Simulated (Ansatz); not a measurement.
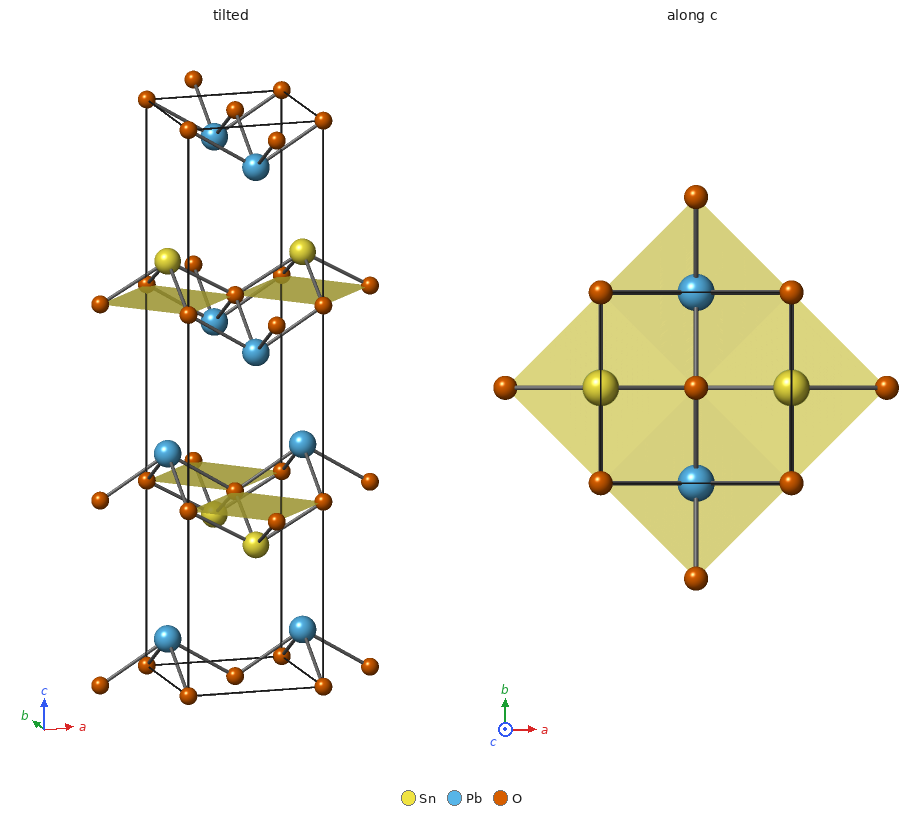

The crystal in a polyhedral representation, seen slightly off an axis and along the c axis. The frame is the conventional unit cell; atoms at its boundary are shown with their periodic copies. A few atoms beyond the faces are included.

SnPb2O3, space group P4/nmm (No. 129), a = 3.987 Å, b = 3.987 Å, c = 16.408 Å, α = 90.00°, β = 90.00°, γ = 90.00°. The structure was taken from a structure type filled with these elements by a generator (whether the compound takes this form wasn't checked). Earlier steps of the study, as a rule a relaxation of our own, may have changed the cell and positions, so they can lie some per cent off the listed ones. A calculation with Ansatz used it as input.

This one geometry was computed with Ansatz (DFT, plane waves, PAW) at three levels of theory: PBEsol, PBE and r2SCAN.

**Which level gives the highest pressure at this volume, and what does that say about its equilibrium volume?**

Highest: PBE (0.0 GPa), which points to the largest equilibrium volume. Lowest, with the smallest volume: PBEsol (-3.2 GPa) and r2SCAN (-3.1 GPa). Levels within 0.5 GPa of each other can't be told apart.

**How does the band gap change with the level of theory?**

PBEsol: a gap of 1.06 eV, indirect; PBE: a gap of 1.13 eV, indirect; r2SCAN: a gap of 1.33 eV, indirect.

**Collect the results in a table.**

| level | cutoff (eV) | k-mesh of the run's cell | gap (eV) | pressure (GPa) |
| --- | --- | --- | --- | --- |
| PBEsol | 420 | 8×8×2 | 1.06 | -3.2 |
| PBE | 420 | 8×8×2 | 1.13 | 0.0 |
| r2SCAN | 500 | 8×8×2 | 1.33 | -3.1 |

Gaps are taken on the k-mesh or band path of each run.
